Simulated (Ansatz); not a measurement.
Relaxed Ge (diamond):

```xyz
2
Lattice="0.0000 2.8372 2.8372 2.8372 0.0000 2.8372 2.8372 2.8372 0.0000" Properties=species:S:1:pos:R:3 pbc="T T T"
Ge     2.8372     2.8372     2.8372
Ge     4.2558     4.2558     4.2558
```

In this cell atom 2 (Ge, nearest neighbour Ge at 2.457 Å; its periodic images, 4.0 Å or more away, move with it) is moved by s along Cartesian [110], unit vector (0.707, 0.707, 0.000); all other atoms and the cell stay fixed.

Method: r2SCAN (plane waves to 500 eV, PAW, scalar-relativistic; Ansatz, a program for electronic structure). k mesh 8×8×8 (Γ-centred), Fermi-Dirac smearing 0.05 eV. E stands for the smeared free energy. As the smearing reaches across the gap at some points, energies and forces of such displacements shift with the k mesh and the smearing. F⊥ is the part of the force across the line. Ge was relaxed with its symmetry unable to fall. ΔE is measured from the undisplaced structure.

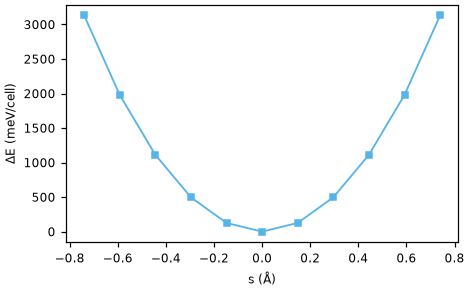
Figure. ΔE (meV/cell) against s (Å); computed points joined by lines.

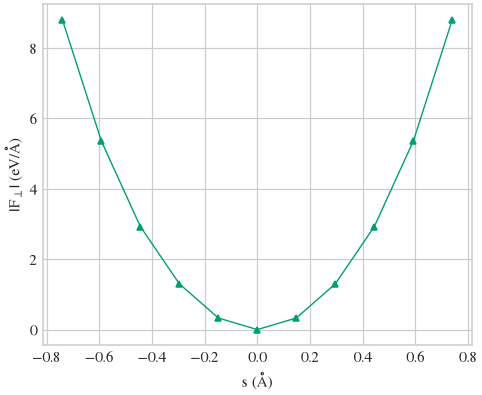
|F⊥| (eV/Å) against s (Å); markers are the computed points, lines only join them.

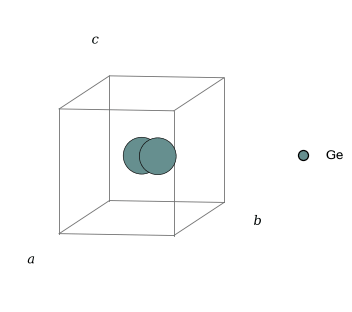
The cell of the calculation at s = -0.740 Å.

The energy at s = 0.740 Å comes out as 3132 meV/cell. The force along the line at s = -0.740 Å comes out as 8.81 eV/Å. Shape of the curve: a single well with its minimum at or next to zero displacement. Harmonic estimate at the end of the scan: ½ks² = 3153 meV/cell against the computed 3132 meV/cell, so the well is close to harmonic there. Symmetry of the curve: even: the same for both signs.

With its periodic images moving along, the atom's site symmetry in this cell is -43m.

(For displaced atoms, the force is minus the slope of the energy, and its curvature is a force constant, which sets phonon frequencies.)
